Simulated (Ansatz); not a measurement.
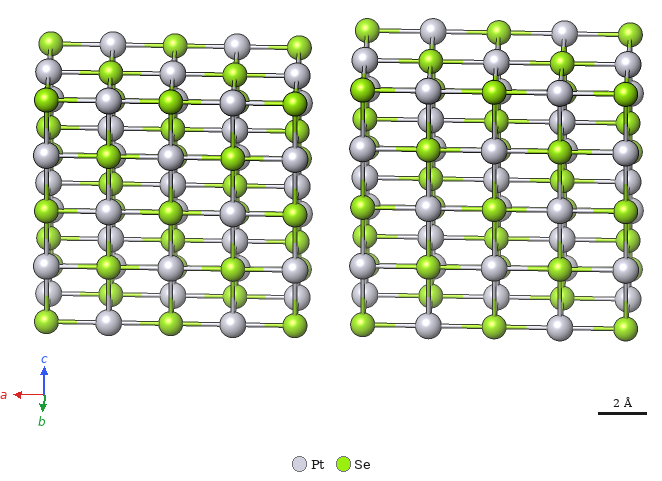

Two geometries of a crystal of PtSe (a generated structure, set up in Fm-3m), drawn at one scale. One is the start of a relaxation, the other its converged end. The picture is a ball-and-stick view of the conventional cell (4 times the calculation's cell), repeated 2 × 1 × 2 with one cell outlined, seen from a free direction. Lengths and directions refer to the drawn axes.

Method: Kohn-Sham DFT of a periodic cell, PBE, Ansatz PAW (Ansatz 0.2.0). (plane-wave cutoff 420 eV; k-point mesh 8 × 8 × 8; occupations fermi-dirac; smearing width 0.05 eV; no spin polarisation; cell and atoms relaxed; force threshold 0.01 eV/Å; at most 40 steps)

Which of the two is the end point?

The left one is the relaxed one. The run lets cell and atoms move. Over 4 accepted moves (5 points after the start) the energy falls by 0.371 eV per cell of the calculation. All forces vanish by symmetry, so only the cell relaxes. Pressure: −14.48 GPa at the start and 0.01 GPa at the end. At 1 point the geometry stayed and the basis and grid were re-selected for the new cell (energy shift of 1.8 meV per cell of the calculation at most each time). The atoms keep their places relative to the cell (all moves are under 0.005 Å). Cell: a = b = c 5.597 → 5.287 Å (−5.5 %). Volume −15.7 %. Near-neighbour distances that change, for instance: Pt–Se 2.798 → 2.643 Å. The space group stays Fm-3m (No. 225).
